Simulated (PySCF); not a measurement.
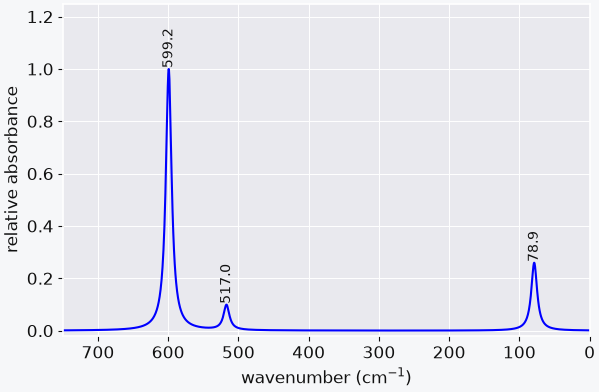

Unscaled harmonic wavenumbers and double-harmonic intensities, PBE0/def2-TZVP in PySCF 2.14.0, isolated molecule. Structures are the lowest points that the searches found. Degenerate modes count as one line, with their intensities summed. Lorentzian lines of 10 cm⁻¹ full width. Close modes add up in the curve.

> Which molecule gives this infrared spectrum?
A. BH₂⁺, singlet
B. CaF₂, singlet
C. SiH₄, singlet
D. AlH₃, singlet

Option B. It has its most intense lines at 599.2, 78.9 and 517.0 cm⁻¹.
